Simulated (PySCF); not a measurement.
**FH₁₀NSi₄: density, localisation and related maps**

The calculation's input:

```
{"job": {"kind": "nmr", "xc": "PBE0", "basis": "pcSseg-1"}, "charge": 0, "multiplicity": 1}
F      3.850270     0.280065    -0.249618
Si     2.517025     0.008977     0.630381
Si     0.770120    -0.114185    -0.855363
N     -0.724433    -0.022910     0.055518
Si    -1.329188     1.515602     0.602581
Si    -1.699024    -1.447028     0.283447
H      2.883378    -1.207101     1.361391
H      2.553000     1.117692     1.586320
H      0.725214    -1.373998    -1.615338
H      0.729745     0.955220    -1.868084
H     -2.487563     1.914798    -0.200397
H     -1.710126     1.381456     2.009203
H     -0.238709     2.480586     0.458526
H     -2.519812    -1.241882     1.474215
H     -0.781115    -2.570179     0.474411
H     -2.546382    -1.668169    -0.891120
```

Command:

```sh
OMP_NUM_THREADS=1 python probes_run.py task.json out
```

Geometry: GFN2-xTB.

Method: PBE0/pcSseg-1, SCF density, gas phase, non-relativistic (PySCF 2.14.0).

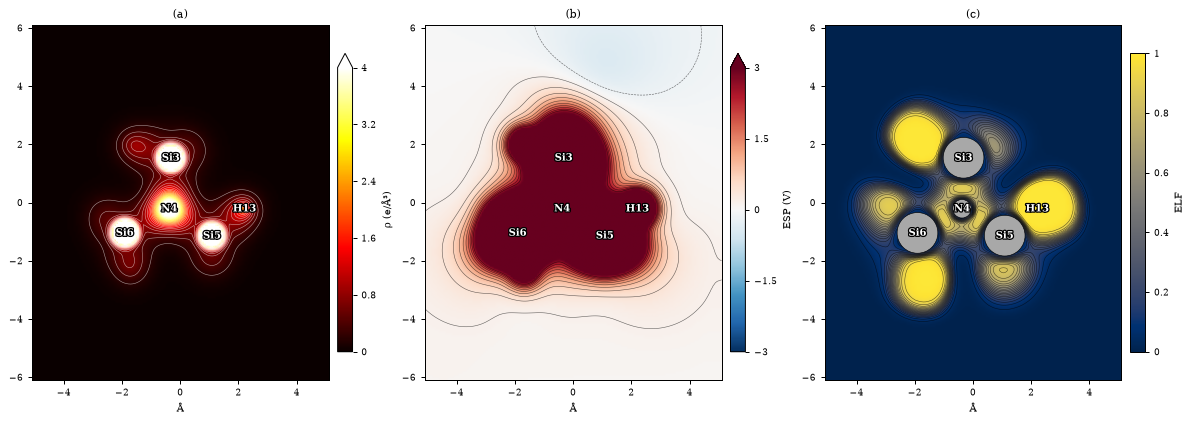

Figure 1. (a) electron density; (b) molecular electrostatic potential; (c) ELF on the plane of atoms Si3, N4 and Si6. Grey discs cover the atomic cores in the ELF map.

> Interpret the plot.

The plane passes through Si, N and H nuclei. Si–N (1.74 Å): ρ is about 1 e/Å³ halfway; the ELF peaks at about 0.90 between the atoms: a polar covalent bond. Si–H (1.46 Å): ρ is about 0.82 e/Å³ halfway; the ELF climbs to about 1 towards the hydrogen, as it does in any bond to H. Outside the dense part of the molecule the potential is most negative (−0.4 V) near F1, which lies off the plane.

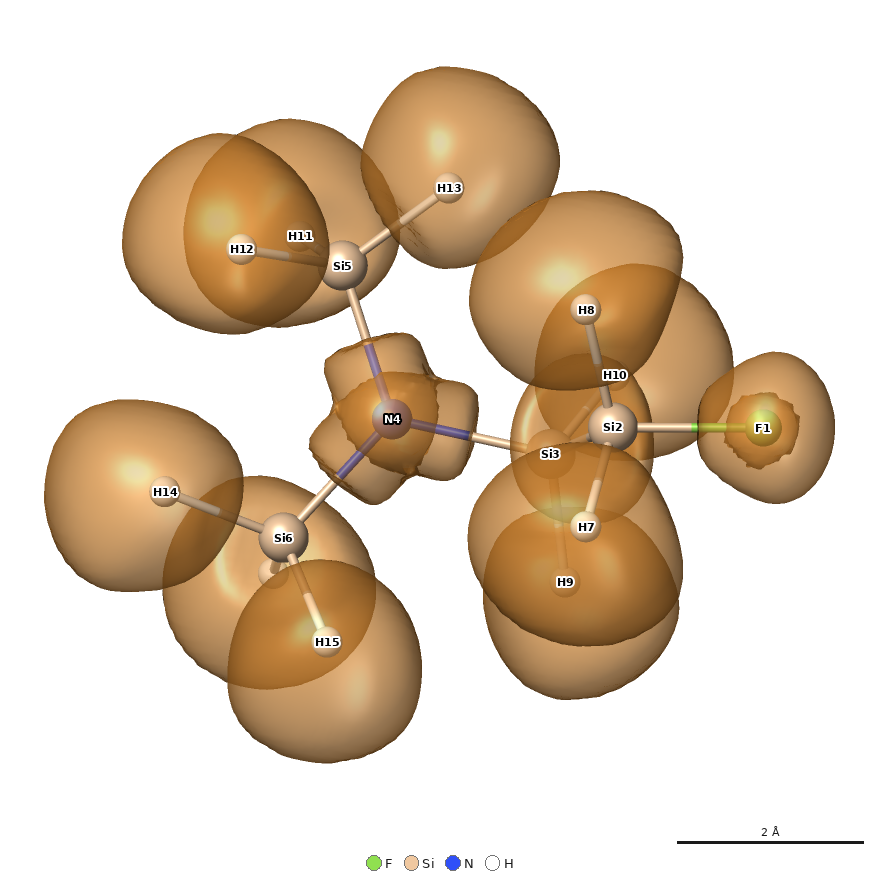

Figure 2. Isosurface of the ELF at 0.75 (orange), seen at a tilt. Core shells and regions of very low density are left out.

> Identify the bonds, lone pairs and shells in this picture.

The surface consists of one region between bonded Si–Si atoms (shared pairs), ten regions around hydrogen nuclei, one region on N in which the atom's valence shell and bonds are merged and one region wrapped around F (its lone pairs, merged into a ring or cap). Along the contacts the grid gives the following. Si–F (1.62 Å): the ELF peaks at about 0.85 in the valence shell of F, 0.6 Å from its nucleus, and is about 0.50 at the midpoint.

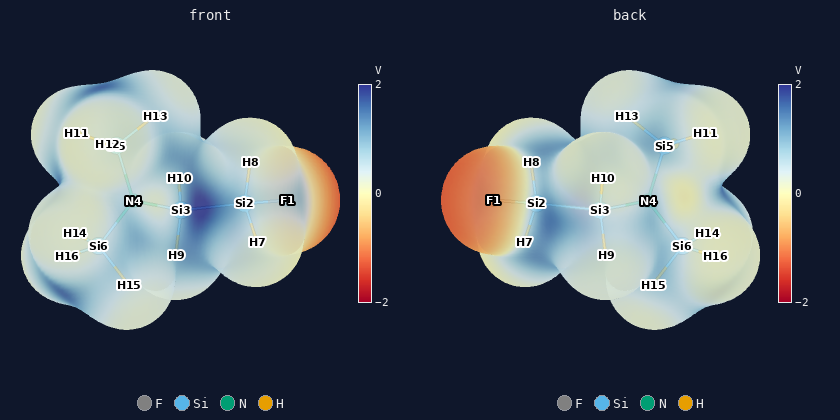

Figure 3. The molecular electrostatic potential painted on the density surface at 0.002 e/bohr³, seen from the front and from behind; the colour scale runs from red (negative) to blue (positive).

> Where is the surface potential most negative and most positive?

The most negative region (about −1.2 V) lies over F1, the most positive (about +1.8 V) over Si2.

> What dipole moment does the calculation give?

Its dipole moment is 2.01 D.
